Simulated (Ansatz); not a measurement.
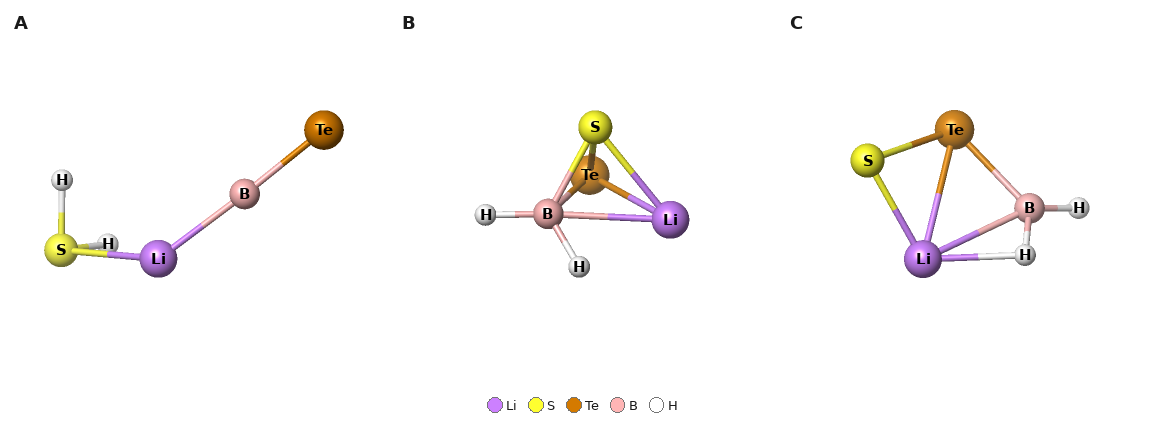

3 stationary structures of one formula. Geometries: PBE-D4/def2-SVP. Electronic energies: PBE-D4/def2-SVP (Ansatz 0.2.0), without zero-point energy. No frequency run is at hand to confirm each as a minimum.

Which structure is the most stable?

Answer. B is lowest (C1); C lies 0.855 eV above it (C1), A lies 2.778 eV above it.
